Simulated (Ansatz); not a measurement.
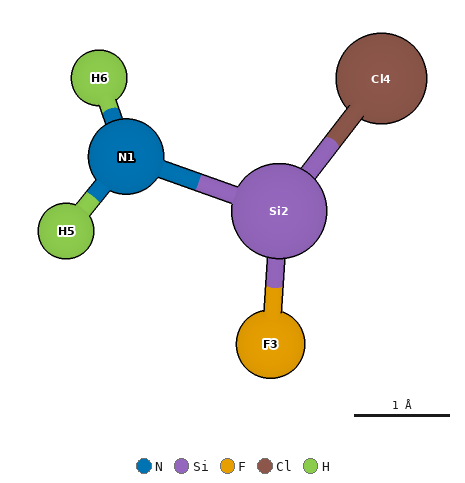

The structure as given in the input (ball-and-stick view, seen at a tilt; atoms are numbered from 1 in the order of the input).

# SiNH₂ClF: one change and its effect

System: SiNH₂ClF, multiplicity 2, SMILES N[Si](F)Cl.
Method of run 1: UKS PBE0-D4/def2-SVP (Ansatz 0.2.0).

Text and figures count atoms from 1; the logs count them from 0 in places.

**The input, run 1**
```yaml
crystal:
  periodic: [false, false, false]
  atoms:
    - { symbol: "N", position_ang: [-0.462624, 0.750829, 0.046984] }
    - { symbol: Si, position_ang: [0.430848, -0.612121, -0.489179] }
    - { symbol: F, position_ang: [-0.430899, -1.257139, -1.707351] }
    - { symbol: Cl, position_ang: [2.254766, 0.075035, -1.197311] }
    - { symbol: H, position_ang: [-1.45548, 0.552163, -0.013714] }
    - { symbol: H, position_ang: [-0.104871, 1.686291, -0.118322] }
magnetization:
  spin_polarized: true
  initial_magnetization: 1
basis:
  gaussian: { orbitals: def2-SVP }
hamiltonian:
  xc: pbe0
  dispersion: d4
output:
  forces: true
```

Command:
```bash
ansatz run input.yaml --threads 1 --pin off --max-ram 2560MiB --backend cpu --events-out ev --progress --plain --runs-dir out
```

Hardware: 1 thread of Arm Neoverse N1, 98 GiB of memory available, shared host.

**Output (run 1)**
```
Engine: ansatz 0.2.0, aarch64-unknown-linux-gnu
Functional definition: PBE0
  parameter a = 0.25
  parameter kappa = 0.804
  parameter beta = 0.06672455060314922
  exchange = (1 - a)*pbe_x(kappa = kappa, mu = beta*pi^2/3) + a*exact_x
  correlation = pbe_c(beta = beta)
702 factors; integrals over basis functions are off by at most 1.0e-3 eV
mean field evaluation 1: about -24614.6034 eV, gradient 3.9e1 eV
mean field evaluation 2: about -24603.4543 eV, gradient 6.1e1 eV
mean field evaluation 4: about -24620.4324 eV, gradient 3.6e0 eV
mean field evaluation 8: about -24620.5407 eV, gradient 2.0e-1 eV
mean field evaluation 16: about -24620.5410 eV, gradient 2.0e-4 eV
mean field -24620.54103184 eV, -904.7881945181 hartree, gradient 2.3e-5 eV, S^2 0.751601; 0 other end points of the search recorded, 0 dependent functions left out
the calculation of the forces begins
reference -24620.54105355 eV, -904.7881953157 hartree; 25, 24 occupied and 49, 50 virtual orbitals, 702 factors
Total energy: -24620.65500104 eV, -904.7923828088 hartree
Atom 0 at    -0.462624     0.750829     0.046984 Å, force     0.504734    -0.826692    -0.046141 eV/Å
Atom 1 at     0.430848    -0.612121    -0.489179 Å, force     0.094085     0.390275    -0.003506 eV/Å
Atom 2 at    -0.430899    -1.257139    -1.707351 Å, force     0.026288    -0.306702    -0.144787 eV/Å
Atom 3 at     2.254766     0.075035    -1.197311 Å, force    -0.009314    -0.055920     0.021854 eV/Å
Atom 4 at    -1.455480     0.552163    -0.013714 Å, force    -0.159413     0.772136     0.083857 eV/Å
Atom 5 at    -0.104871     1.686291    -0.118322 Å, force    -0.456381     0.026903     0.088724 eV/Å
Dipole moment:    -0.262799     0.249148     0.221171 e Å
```

For run 2 the input was changed thus:
```diff
-    - { symbol: H, position_ang: [-1.45548, 0.552163, -0.013714] }
+    - { symbol: H, position_ang: [-1.471294, 0.844789, 0.098665] }
```

What does this change do to the results?

With the same method and basis, run 2 lies 0.7 kcal/mol lower. The largest force goes from 0.970 to 0.638 eV/Å.

**Output (run 2)**
```
Engine: ansatz 0.2.0, aarch64-unknown-linux-gnu
Functional definition: PBE0
  parameter a = 0.25
  parameter kappa = 0.804
  parameter beta = 0.06672455060314922
  exchange = (1 - a)*pbe_x(kappa = kappa, mu = beta*pi^2/3) + a*exact_x
  correlation = pbe_c(beta = beta)
700 factors; integrals over basis functions are off by at most 1.4e-3 eV
mean field evaluation 1: about -24614.6137 eV, gradient 3.9e1 eV
mean field evaluation 2: about -24603.4120 eV, gradient 6.1e1 eV
mean field evaluation 4: about -24620.4624 eV, gradient 3.5e0 eV
mean field evaluation 8: about -24620.5724 eV, gradient 2.1e-1 eV
mean field evaluation 16: about -24620.5728 eV, gradient 2.1e-4 eV
mean field -24620.57284581 eV, -904.7893636597 hartree, gradient 2.3e-5 eV, S^2 0.751615; 0 other end points of the search recorded, 0 dependent functions left out
the calculation of the forces begins
reference -24620.57286771 eV, -904.7893644645 hartree; 25, 24 occupied and 49, 50 virtual orbitals, 700 factors
Total energy: -24620.68655086 eV, -904.7935422435 hartree
Atom 0 at    -0.462624     0.750829     0.046984 Å, force     0.103005     0.627906    -0.044985 eV/Å
Atom 1 at     0.430848    -0.612121    -0.489179 Å, force    -0.495720     0.390799    -0.018580 eV/Å
Atom 2 at    -0.430899    -1.257139    -1.707351 Å, force     0.108354    -0.348231    -0.143175 eV/Å
Atom 3 at     2.254766     0.075035    -1.197311 Å, force    -0.080357    -0.012155     0.046963 eV/Å
Atom 4 at    -1.471294     0.844789     0.098665 Å, force    -0.054665    -0.607410     0.043985 eV/Å
Atom 5 at    -0.104871     1.686291    -0.118322 Å, force     0.419383    -0.050910     0.115793 eV/Å
Dipole moment:    -0.260768     0.295965     0.250641 e Å
```

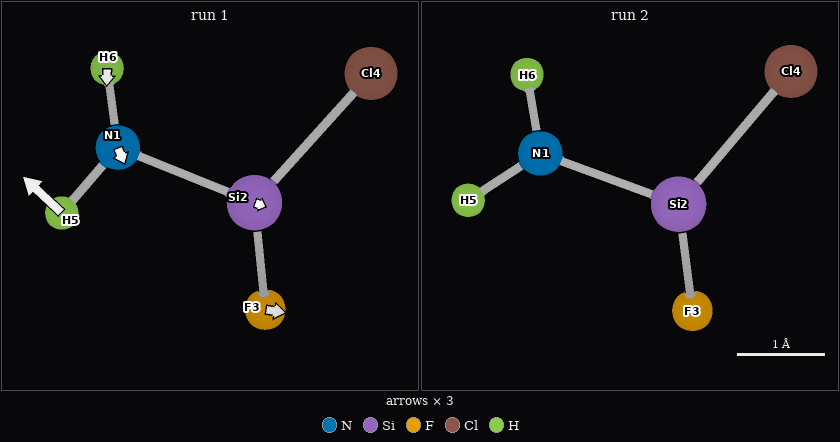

The two input geometries at one scale (ball-and-stick view, seen on its broad side). The white arrows on the first give the shifts of the atoms after the best rigid fit, magnified 3 times. H5 moves most after the best rigid fit: 0.22 Å. Largest moves by element: H 0.22 Å, F 0.08 Å, N 0.07 Å, Si 0.05 Å, Cl 0.02 Å.

**The two runs side by side**

```tsv
quantity	run 1	run 2
outcome	converged	converged
total energy (hartree)	−904.792383	−904.793542
⟨S²⟩	0.752	0.752
largest force (eV/Å)	0.970	0.638
basis functions	74	74
wall time (shared host)	7.4 s	7 s
```
